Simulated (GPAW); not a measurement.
## TiO2 (Anatase): G0W0 with GPAW, start to end

How does a plane-wave GW calculation on TiO2 (Anatase) run from the first input to the gap?

Main program and level: GPAW 26.7.0; LDA and many-body steps on it, plane waves.

**What was measured.**

- Gap 3.19 eV: indirect optical gap from Tauc plot; UV-vis diffuse reflectance, Kubelka-Munk and Tauc analysis; powder (commercial anatase powder, 97.5 wt% anatase with 2.5 wt% rutile, before torsion processing) (“Impact of high-pressure columbite phase of titanium dioxide (TiO2) on catalytic photoconversion of plastic waste and Simultaneous hydrogen (H2) production”, 2024, arxiv:2412.00500).

- Gap 3.3 eV: optical gap from Kubelka-Munk plot; UV-vis diffuse reflectance; powder (commercial anatase powder) (“Structure, light absorption properties and photocatalytic activity of carbon-containing titania nanocomposites synthesized via a facile sol–gel method”, 2022, pmc:9404286).

- Gap 3.17 eV: gap from valence band edge and flat band potential; valence-band XPS and Mott-Schottky plots; film (“Enhancement of Titania Photoanode Performance by Sandwiching Copper between Two Titania Layers”, 2020, pmc:7579609).

- Gap 3.18 ± 0.03 eV: direct optical gap from Kubelka-Munk plot; UV-Vis diffuse reflectance; 300 K; powder (“Effect of Ethylene Glycol: Citric Acid Molar Ratio and pH on the Morphology, Vibrational, Optical and Electronic Properties of TiO2 and CuO Powders Synthesized by Pechini Method”, 2022, pmc:9369947).

- Gap 3.98 eV: direct quasiparticle gap around Gamma; experiment quoted from earlier work; bulk crystal (anatase, value from earlier experiment) (quoted in “Giant exciton Mott density in anatase TiO2”, 2020, arxiv:2007.10051).

This is a selection; 13 further reports are not listed.

## (1) Set-up

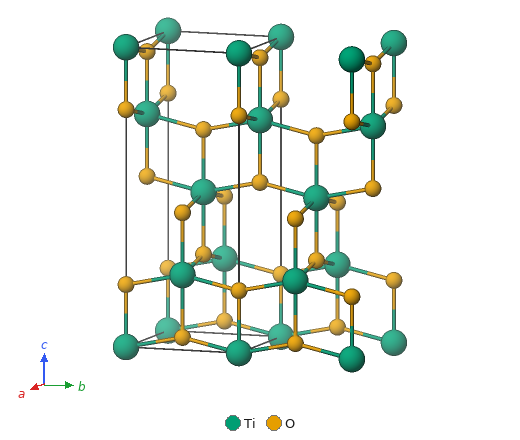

The cell as given, slightly off an axis (titanium teal, oxygen orange). 1×2×1 cells are drawn. This picture shows the conventional cell, with its axes. Some periodic images of atoms are drawn too.

Coordinates:

```cif
data_structure
_symmetry_space_group_name_H-M 'P 1'
_symmetry_Int_Tables_number 1
_cell_length_a 5.4582
_cell_length_b 5.4582
_cell_length_c 5.4582
_cell_angle_alpha 139.435
_cell_angle_beta 139.435
_cell_angle_gamma 58.713
_cell_volume 68.13
loop_
_atom_site_label
_atom_site_type_symbol
_atom_site_fract_x
_atom_site_fract_y
_atom_site_fract_z
_atom_site_occupancy
Ti1 Ti 0.00000 0.00000 0.00000 1
Ti2 Ti 0.75000 0.25000 0.50000 1
O3 O 0.20810 0.20810 0.00000 1
O4 O 0.95810 0.45810 0.50000 1
O5 O 0.54190 0.04190 0.50000 1
O6 O 0.79190 0.79190 0.00000 1
```

The cell and positions come from the Crystallography Open Database and are kept as given unless a step says otherwise.

## (2) Ground state

This step: GPAW 26.7.0; DFT, LDA, plane waves, PAW.

The ground-state density comes first.

The input, run.py:

```python
import json
import numpy as np
from gpaw.mpi import world
from ase import Atoms
from gpaw import GPAW, PW, FermiDirac

atoms = Atoms(['Ti', 'Ti', 'O', 'O', 'O', 'O'],
    cell=[[-1.8921000000, 1.8921000000, 4.7573000000],
      [1.8921000000, -1.8921000000, 4.7573000000],
      [1.8921000000, 1.8921000000, -4.7573000000]],
    scaled_positions=[[0.0000000000, 0.0000000000, 0.0000000000],
      [0.7500000000, 0.2500000000, 0.5000000000],
      [0.2081000000, 0.2081000000, 0.0000000000],
      [0.9581000000, 0.4581000000, 0.5000000000],
      [0.5419000000, 0.0419000000, 0.5000000000],
      [0.7919000000, 0.7919000000, 0.0000000000]],
    pbc=(True, True, True))
calc = GPAW(mode=PW(600),
    xc='LDA',
    kpts={'size': (8, 8, 8), 'gamma': True},
    occupations=FermiDirac(0.001),
    nbands=-9,
    convergence={'density': 1e-6, 'bands': -3},
    maxiter=100,
    txt='gs.txt')
atoms.calc = calc
res = {'energy': atoms.get_potential_energy()}
kpts = calc.get_ibz_k_points()
res['kpts'] = kpts
res['eigenvalues'] = [calc.get_eigenvalues(kpt=k) for k in range(len(kpts))]
res['n_electrons'] = calc.get_number_of_electrons()
calc.write('gs.gpw')

if world.rank == 0:
    with open('result.json', 'w') as f:
        json.dump(res, f, default=lambda x: x.tolist())
```

Launch:

```
mpirun -n 8 gpaw python run.py
```

What it wrote:

```text
__  _  _
 | _ |_)|_||  |
 |__||  | ||/\| - 26.7.0

Input parameters:
  mode=PW(ecut=600.0),
  convergence={'density': 1e-06, 'bands': -3},
  kpts=MonkhorstPack(size=(8, 8, 8), gamma=True),
  maxiter=100,
  nbands=-9,
  occupations=Occupations(name='fermi-dirac', width=0.001, fixmagmom=False),
  xc=XC(name='LDA')
  [... matrices ...]
Diagonalizing LCAO Hamiltonian
Converting LCAO to pw mode

       O

         O

         Ti

       O O

       Ti

Atoms  # Å, Bohr magnetons
|   | symbol |         x |         y |        z |    initial magnetic moments |
| 0 |     Ti |  0.000000 |  0.000000 | 0.000000 | ( 0.0000,  0.0000,  0.0000) |
| 1 |     Ti |  0.000000 |  1.892100 | 2.378650 | ( 0.0000,  0.0000,  0.0000) |
| 2 |      O |  0.000000 | -0.000000 | 1.979988 | ( 0.0000,  0.0000,  0.0000) |
| 3 |      O |  0.000000 |  1.892100 | 4.358638 | ( 0.0000,  0.0000,  0.0000) |
| 4 |      O |  0.000000 |  1.892100 | 0.398662 | ( 0.0000,  0.0000,  0.0000) |
| 5 |      O | -0.000000 |  0.000000 | 7.534612 | ( 0.0000,  0.0000,  0.0000) |

Unit cell  # Å
| periodic |         x |         y |         z |  lengths |     angles |
|      yes | -1.892100 |  1.892100 |  4.757300 | 5.458204 | 139.434593 |
|      yes |  1.892100 | -1.892100 |  4.757300 | 5.458204 | 139.434593 |
|      yes |  1.892100 |  1.892100 | -4.757300 | 5.458204 |  58.712803 |

Number of symmetries: 8
Symmetry operations  # r_c * U_cc + t_c -> r_c
|   | kind |            matrix            |
| 0 |  σ   |  1, 1, 1,  0, 0,-1,  0,-1, 0 |
| 1 |  E   |  1, 0, 0,  0, 1, 0,  0, 0, 1 |
| 2 |  C2  |  0, 1, 0,  1, 0, 0, -1,-1,-1 |
| 3 |  S4  |  0, 0, 1, -1,-1,-1,  0, 1, 0 |
| 4 |  σ   |  0, 0,-1,  1, 1, 1, -1, 0, 0 |
| 5 |  C2  |  0,-1, 0, -1, 0, 0,  0, 0,-1 |
| 6 |  C2  | -1, 0, 0,  0,-1, 0,  1, 1, 1 |
| 7 |  S4  | -1,-1,-1,  0, 0, 1,  1, 0, 0 |

BZ-sampling:
  Number of BZ points: 512
  Number of IBZ points: 59

  Monkhorst-Pack size: [8, 8, 8]
  Monkhorst-Pack shift: [0.0625, 0.0625, 0.0625]

K-points  # in reciprocal-cell coordinates
|     |                                coordinates |     weight |
|   0 | (  0.00000000,   0.00000000,   0.00000000) | 0.00195312 |
|   1 | (  0.12500000,  -0.12500000,   0.00000000) | 0.00781250 |
|   2 | (  0.12500000,  -0.12500000,   0.12500000) | 0.00781250 |
|   3 | (  0.12500000,   0.00000000,   0.00000000) | 0.01562500 |
|   4 | (  0.12500000,   0.12500000,  -0.12500000) | 0.00390625 |
|   5 | (  0.25000000,  -0.25000000,   0.00000000) | 0.00781250 |
|   6 | (  0.25000000,  -0.25000000,   0.12500000) | 0.01562500 |
|   7 | (  0.25000000,  -0.25000000,   0.25000000) | 0.00781250 |
|   8 | (  0.25000000,  -0.12500000,   0.00000000) | 0.03125000 |
|   9 | (  0.25000000,  -0.12500000,   0.12500000) | 0.01562500 |
| ... |                                            |            |
|  58 | (  0.50000000,   0.50000000,   0.50000000) | 0.00195312 |

Plane wave coefficients: 2299
Cutoff: 600.0 eV

Spin-components: 1 (collinear spins)
Bands:           33
Projectors:      32
Spin-degeneracy: 2
Datatype:        complex128

  Storage: CPU
  Wave functions: 71_618_448 bytes (8_952_306 per core)
  Projectors: 56_426_656 bytes (7_053_332 per core)
  [... matrices ...]
Parallelization:
  kpt:    8
  domain: 1
  band:   1

Density:
  Valence electrons: 48.0
  Components: 1
  Grid points: [32 32 32]
  Charge: 0.0  # |e|

Potential:
  Grid points: [32 32 32]

species:
  Ti:
    name:    Titanium
    Z:       22.0
    valence: 12
    core:    10
    charge:  0.0  # [|e|]
    compensation charges:
      type: gauss
      rc: 0.38  # [Å]
      lmax: 2
    cutoffs:
      filter: 2.23  # [Å]
      core: 1.02  # [Å]
    projectors
    | kind |    occ | energy [eV] | rcut [Å] |
    |   3s |  2.000 |     -62.257 |    1.270 |
    |   4s |  2.000 |      -4.593 |    1.270 |
    |   3p |  6.000 |     -38.791 |    1.058 |
    |   4p |  0.000 |      -1.536 |    1.058 |
    |   3d |  2.000 |      -4.463 |    1.058 |
    |    d |        |      22.748 |    1.058 |

    Using partial waves for Ti as LCAO basis

  O:
    name:    Oxygen
    Z:       8.0
    valence: 6
    core:    2
    charge:  0.0  # [|e|]
    compensation charges:
      type: gauss
      rc: 0.21  # [Å]
      lmax: 2
    cutoffs:
      filter: 1.17  # [Å]
      core: 0.83  # [Å]
    projectors
    | kind |    occ | energy [eV] | rcut [Å] |
    |   2s |  2.000 |     -23.752 |    0.688 |
    |   2p |  4.000 |      -9.195 |    0.598 |
    |    s |        |       3.459 |    0.688 |
    |    p |        |      18.016 |    0.598 |
    |    d |        |       0.000 |    0.619 |

    Using partial waves for O as LCAO basis

Reference energy: -54459.530392  # eV

eigensolver:
  PPCG
  Converge bands: -3
  niter=2

density mixing:
  MSR1-Mixer
  Pratt-step length: 0.05
  Maximum mixing coefficient: 0.75
  Old densities: 10
  SVD Regularization: 0.005
  Good broyden scale: 1.0
  Trust region scale: 1.0
  Backstep threshold: 4.0
  History deletion threshold: 6.0
  Fourier metric: weight=20.0, sigma=0.015

occupation numbers:
  Fermi-Dirac:
    width: 0.0010  # eV

poisson solver:
  ecut: 4800.0  # eV

xc functional:
  name: None

Initialization done in: 4.493 s

convergence criteria:
- Maximum integral of absolute [dens]ity change: 1e-06 electrons / valence electron
- Maximum [total energy] change in last 3 cyles: 0.0005 eV / valence electron
- Maximum integral of absolute [eigenst]ate change: 4e-08 eV^2 / valence electron
maximum number of iterations: 100

SCF iterations
|iter     |     time |      energy | eigst |  dens |
|iter:   1|  |  -66.217887 | +0.36 |       |
|iter:   2|  |  -63.303742 | -0.94 | -0.79 |
|iter:   3|  |  -57.766528 | +0.38 | -0.85 |
|iter:   4|  |  -57.293538 | -0.72 | -1.34 |
|iter:   5|  |  -57.238162 | -1.67 | -1.63 |
|iter:   6|  |  -57.227462 | -2.93 | -2.09 |
|iter:   7|  |  -57.227236c| -3.57 | -2.86 |
|iter:   8|  |  -57.227197c| -4.92 | -3.35 |
|iter:   9|  |  -57.227198c| -6.32 | -4.12 |
|iter:  10|  |  -57.227198c| -7.29 | -4.72 |
|iter:  11|  |  -57.227198c| -7.46c| -5.02 |
|iter:  12|  |  -57.227198c| -7.80c| -5.60 |
|iter:  13|  |  -57.227198c| -8.73c| -6.11c|

Converged in 13 steps
SCF loop duration: 14.847 s (1.142 s/step)
Energy contributions relative to reference atoms: (reference = -54459.530392)
  [... matrices ...]
Energy contributions:
  Kinetic:          51.147921
  Coulomb:         -61.216201
  Zero:              0.848648
  External:          0.000000
  Xc:              -48.007566
  Entropy:          -0.000000
  Spinorbit:         0.000000
  ----------------------------
  Free energy:     -57.227198
  Extrapolated:    -57.227198

dipole moment: (-26.558459, -6.891311, 11.219454)  # |e|*Ang

Fermi level: 4.455
Eigenvalues  # (at kpt = [0.000, 0.000, 0.000])
| band index |      eig [eV] | occ [0-2] |
|          0 |       -51.954 |     2.000 |
|        ... |               |           |
|         16 |         1.634 |     2.000 |
|         17 |         1.634 |     2.000 |
|         18 |         1.700 |     2.000 |
|         19 |         2.986 |     2.000 |
|         20 |         2.987 |     2.000 |
|         21 |         2.987 |     2.000 |
|         22 |         3.269 |     2.000 |
|         23 |         3.269 |     2.000 |
|         24 |         5.783 |     0.000 |
[...]
|         28 |         7.743 |     0.000 |
|         29 |         7.743 |     0.000 |
|         30 |         8.866 |     0.000 |
|         31 |         9.145 |     0.000 |
|         32 |        10.026 |     0.000 |

Gap: 2.066 eV
Transition (v -> c):
  (s=0, k=15, n=23, [0.38, -0.38, 0.00]) -> (s=0, k=0, n=24, [0.00, 0.00, 0.00])
Direct/indirect transitions are different
Direct gap: 2.376 eV
Transition at: (s=0, k=13, n=23, [0.25, 0.25, -0.25])
# Writing to gs.gpw (mode='')
  [... matrices ...]
```

It took 21 s on 8 MPI ranks of Arm Neoverse V1, shared host; peak memory 1.8 GiB.

Numbers from this step:

```yaml
total_energy: -57.2272 eV
gap: 2.066 eV
k_of_the_valence_top: 0.375, -0.375, 0
k_of_the_conduction_bottom: 0, 0, 0
least_direct_gap: 2.376 eV
```

The gap is indirect, with the least direct gap 0.31 eV higher.

## (3) Bands along the symmetry lines

Levels along a band path, at the cheap level, show where the edges lie and whether the meshes to come will hold them.

The input, run.py:

```python
import json
import numpy as np
from gpaw.mpi import world
from gpaw import GPAW

path = [[0.000000, 0.000000, 0.000000],
    [0.000000, 0.000000, 0.062500],
    [0.000000, 0.000000, 0.125000],
    [0.000000, 0.000000, 0.187500],
    [0.000000, 0.000000, 0.250000],
    [0.000000, 0.000000, 0.312500],
    [0.000000, 0.000000, 0.375000],
    [0.000000, 0.000000, 0.437500],
    [0.000000, 0.000000, 0.500000],
    [0.031250, 0.031250, 0.468750],
    [0.062500, 0.062500, 0.437500],
    [0.093750, 0.093750, 0.406250],
    [0.125000, 0.125000, 0.375000],
    [0.156250, 0.156250, 0.343750],
    [0.187500, 0.187500, 0.312500],
    [0.218750, 0.218750, 0.281250],
    [0.250000, 0.250000, 0.250000],
    [0.218750, 0.281250, 0.218750],
    [0.187500, 0.312500, 0.187500],
    [0.156250, 0.343750, 0.156250],
    [0.125000, 0.375000, 0.125000],
    [0.093750, 0.406250, 0.093750],
    [0.062500, 0.437500, 0.062500],
    [0.031250, 0.468750, 0.031250],
    [0.000000, 0.500000, 0.000000],
    [0.000000, 0.437500, 0.000000],
    [0.000000, 0.375000, 0.000000],
    [0.000000, 0.312500, 0.000000],
    [0.000000, 0.250000, 0.000000],
    [0.000000, 0.187500, 0.000000],
    [0.000000, 0.125000, 0.000000],
    [0.000000, 0.062500, 0.000000],
    [0.000000, 0.000000, 0.000000],
    [0.062500, 0.062500, -0.062500],
    [0.125000, 0.125000, -0.125000],
    [0.187500, 0.187500, -0.187500],
    [0.250000, 0.250000, -0.250000],
    [0.312500, 0.312500, -0.312500],
    [0.375000, 0.375000, -0.375000],
    [0.437500, 0.437500, -0.437500],
    [0.500000, 0.500000, -0.500000],
    [0.473693, 0.526307, -0.473693],
    [0.447387, 0.552613, -0.447387],
    [0.421080, 0.578920, -0.421080],
    [0.394773, 0.605227, -0.394773],
    [0.368467, 0.631533, -0.368467],
    [0.342160, 0.657840, -0.342160],
    [0.315853, 0.684147, -0.315853],
    [0.289546, 0.710454, -0.289546],
    [-0.289546, 0.289546, 0.289546],
    [-0.253353, 0.253353, 0.253353],
    [-0.217160, 0.217160, 0.217160],
    [-0.180967, 0.180967, 0.180967],
    [-0.144773, 0.144773, 0.144773],
    [-0.108580, 0.108580, 0.108580],
    [-0.072387, 0.072387, 0.072387],
    [-0.036193, 0.036193, 0.036193],
    [0.000000, 0.000000, 0.000000],
    [0.000000, 0.000000, 0.500000],
    [-0.009887, 0.009887, 0.500000],
    [-0.019773, 0.019773, 0.500000],
    [-0.029660, 0.029660, 0.500000],
    [-0.039546, 0.039546, 0.500000],
    [-0.049433, 0.049433, 0.500000],
    [-0.059320, 0.059320, 0.500000],
    [-0.069206, 0.069206, 0.500000],
    [-0.079093, 0.079093, 0.500000],
    [0.500000, 0.500000, -0.079093],
    [0.500000, 0.500000, -0.131706],
    [0.500000, 0.500000, -0.184320],
    [0.500000, 0.500000, -0.236933],
    [0.500000, 0.500000, -0.289546],
    [0.500000, 0.500000, -0.342160],
    [0.500000, 0.500000, -0.394773],
    [0.500000, 0.500000, -0.447387],
    [0.500000, 0.500000, -0.500000]]
calc = GPAW('gs.gpw').fixed_density(kpts=path,
    symmetry='off',
    nbands=34,
    convergence={'bands': 30},
    txt='bands.txt')
res = {}
kpts = calc.get_ibz_k_points()
res['kpts'] = kpts
res['eigenvalues'] = [calc.get_eigenvalues(kpt=k) for k in range(len(kpts))]
res['n_electrons'] = calc.get_number_of_electrons()

if world.rank == 0:
    with open('result.json', 'w') as f:
        json.dump(res, f, default=lambda x: x.tolist())
```

Launch:

```
mpirun -n 8 gpaw python run.py
```

What it wrote:

```text
Diagonalizing LCAO Hamiltonian
Converting LCAO to pw mode
convergence criteria:
- Maximum integral of absolute [eigenst]ate change: 4e-08 eV^2 / valence electron
maximum number of iterations: 100

SCF iterations
|iter     |     time |      energy | eigst |  dens |
|iter:   1|  |             | +0.20 |       |
|iter:   2|  |             | -1.69 |       |
|iter:   3|  |             | -2.79 |       |
|iter:   4|  |             | -4.22 |       |
|iter:   5|  |             | -5.36 |       |
|iter:   6|  |             | -6.62 |       |
|iter:   7|  |             | -7.50c|       |
SCF steps: 7
  __  _  _
 | _ |_)|_||  |
 |__||  | ||/\| - 26.7.0

Input parameters:
  mode=PW(ecut=600.0),
  convergence={'bands': 30},
  gpts=array([32, 32, 32]),
  kpts=KPoints(kpts=array([[ 0.      ,  0.      ,  0.      ],
         [ 0.      ,  0.      ,  0.0625  ],
         [ 0.      ,  0.      ,  0.125   ],
         [ 0.      ,  0.      ,  0.1875  ],
[...]
[ 0.473693,  0.526307, -0.473693],
         [ 0.447387,  0.552613, -0.447387],
[...]
[ 0.394773,  0.605227, -0.394773],
         [ 0.368467,  0.631533, -0.368467],
[...]
[ 0.315853,  0.684147, -0.315853],
         [ 0.289546,  0.710454, -0.289546],
         [-0.289546,  0.289546,  0.289546],
         [-0.253353,  0.253353,  0.253353],
         [-0.21716 ,  0.21716 ,  0.21716 ],
         [-0.180967,  0.180967,  0.180967],
         [-0.144773,  0.144773,  0.144773],
         [-0.10858 ,  0.10858 ,  0.10858 ],
         [-0.072387,  0.072387,  0.072387],
         [-0.036193,  0.036193,  0.036193],
[...]
[-0.009887,  0.009887,  0.5     ],
         [-0.019773,  0.019773,  0.5     ],
         [-0.02966 ,  0.02966 ,  0.5     ],
         [-0.039546,  0.039546,  0.5     ],
         [-0.049433,  0.049433,  0.5     ],
         [-0.05932 ,  0.05932 ,  0.5     ],
         [-0.069206,  0.069206,  0.5     ],
         [-0.079093,  0.079093,  0.5     ],
         [ 0.5     ,  0.5     , -0.079093],
         [ 0.5     ,  0.5     , -0.131706],
         [ 0.5     ,  0.5     , -0.18432 ],
         [ 0.5     ,  0.5     , -0.236933],
         [ 0.5     ,  0.5     , -0.289546],
         [ 0.5     ,  0.5     , -0.34216 ],
         [ 0.5     ,  0.5     , -0.394773],
         [ 0.5     ,  0.5     , -0.447387],
         [ 0.5     ,  0.5     , -0.5     ]])),
  maxiter=100,
  nbands=34,
  occupations=Occupations(name='fermi-dirac', width=0.001, fixmagmom=False),
  parallel={},
  symmetry=Symmetry(point_group=False, time_reversal=False),
  xc=XC(name='LDA')
```

It took 17 s on 8 MPI ranks; peak memory 2 GiB; 2.3 min of CPU time.

This step gave:

```
gap                        : 2.020 eV
k of the valence top       : 0, 0, 0.4375
k of the conduction bottom : 0, 0, 0
least direct gap           : 2.376 eV
```

The gap is 2.020 eV, −0.047 eV from the run before at this level.

Electronic bands along the path, in eV, zero at the top of the highest filled band:

```
     point  band 21  band 22  band 23  band 24  band 25  band 26  band 27  band 28
         Γ    -0.78    -0.78    -0.49    -0.49     2.02     2.79     3.94     3.94
         X    -2.11    -2.11    -0.05    -0.05     3.30     3.30     3.80     3.80
         P    -1.63    -1.63    -0.26    -0.26     3.54     3.54     3.57     3.57
         N    -2.01    -0.99    -0.85    -0.65     3.18     3.50     3.53     3.63
         Γ    -0.78    -0.78    -0.49    -0.49     2.02     2.79     3.94     3.94
         M    -1.28    -1.28    -0.14    -0.14     2.39     2.39     3.73     3.73
         S    -1.22    -0.95    -0.94    -0.83     3.15     3.43     3.54     3.60
jump to S0    -1.22    -0.95    -0.94    -0.83     3.15     3.43     3.54     3.60
         Γ    -0.78    -0.78    -0.49    -0.49     2.02     2.79     3.94     3.94
 jump to X    -2.11    -2.11    -0.05    -0.05     3.30     3.30     3.80     3.80
         R    -1.95    -1.95    -0.09    -0.09     3.27     3.27     3.74     3.74
 jump to G    -1.95    -1.95    -0.09    -0.09     3.27     3.27     3.74     3.74
         M    -1.28    -1.28    -0.14    -0.14     2.39     2.39     3.73     3.73
```

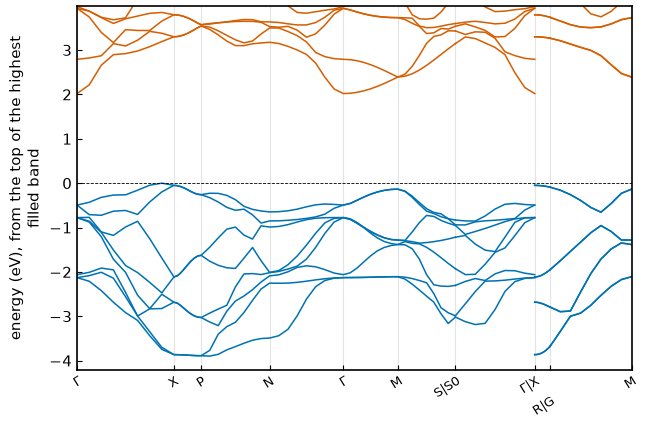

Electronic bands along the path; lines of filled and empty bands in two colours.

## (4) Empty states on the mesh, 6×6×6 mesh, 91 bands

The sums over transitions need many empty states on a uniform mesh; this step solves for them.

The input, run.py:

```python
import json
import numpy as np
from gpaw.mpi import world
from gpaw import GPAW

calc = GPAW('gs.gpw').fixed_density(kpts={'size': (6, 6, 6), 'gamma': True},
    nbands=106,
    convergence={'bands': 91},
    txt='nscf.txt')
calc.write('full.gpw', mode='all')
res = {}
kpts = calc.get_ibz_k_points()
res['kpts'] = kpts
res['eigenvalues'] = [calc.get_eigenvalues(kpt=k) for k in range(len(kpts))]
res['n_electrons'] = calc.get_number_of_electrons()

if world.rank == 0:
    with open('result.json', 'w') as f:
        json.dump(res, f, default=lambda x: x.tolist())
```

Launch:

```
mpirun -n 8 gpaw python run.py
```

What it wrote:

```text
Diagonalizing LCAO Hamiltonian
Converting LCAO to pw mode
convergence criteria:
- Maximum integral of absolute [eigenst]ate change: 4e-08 eV^2 / valence electron
maximum number of iterations: 100

SCF iterations
|iter     |     time |      energy | eigst |  dens |
|iter:   1|  |             | +3.70 |       |
|iter:   2|  |             | +2.35 |       |
|iter:   3|  |             | +1.13 |       |
[...]
|iter:   9|  |             | -5.83 |       |
|iter:  10|  |             | -7.02 |       |
|iter:  11|  |             | -7.49c|       |
SCF steps: 11
  __  _  _
 | _ |_)|_||  |
 |__||  | ||/\| - 26.7.0

Input parameters:
  mode=PW(ecut=600.0),
  convergence={'bands': 91},
  gpts=array([32, 32, 32]),
  kpts=MonkhorstPack(size=(6, 6, 6), gamma=True),
  maxiter=100,
  nbands=106,
  occupations=Occupations(name='fermi-dirac', width=0.001, fixmagmom=False),
  parallel={},
  xc=XC(name='LDA')
# Writing to full.gpw (mode='all')
  [... matrices ...]

timing:  # [seconds]
  Total: 0.074  # ━━━━━━━━━━━━━━━━━━━━━━━━━━━━━━━━━━━━━━━━━━━━━━━━━━━━━━━━━━━
```

It took 29 s on 8 MPI ranks; peak memory 2 GiB.

Numbers from this step:

| Property | Result |
| --- | --- |
| gap | 2.069 eV |
| k of the valence top | 0.5, 0.5, 0 |
| k of the conduction bottom | 0, 0, 0 |
| least direct gap | 2.388 eV |
| k points computed | 30 |
| lowest point of the top converged band, above the valence top | 48.74 eV |

On this mesh the gap is 2.069 eV.

[end of part 1 of 2]

[Paths, hosts, dates, memory and timing lines, banners, echoed tables and standing remarks are left out of the program output.]

[Logs are printed without paths, hosts, clocks, repeated set-up lines and the standing remarks that a program may print on its own settings, such as how far it seeks lower states.]

[Runs of the session that timed out or met a known fault of the program may be left out.]

[Hosts, paths, dates, database ids (printed as entryN), source tags and the programs' standing remarks are cut or masked in the printed files.]
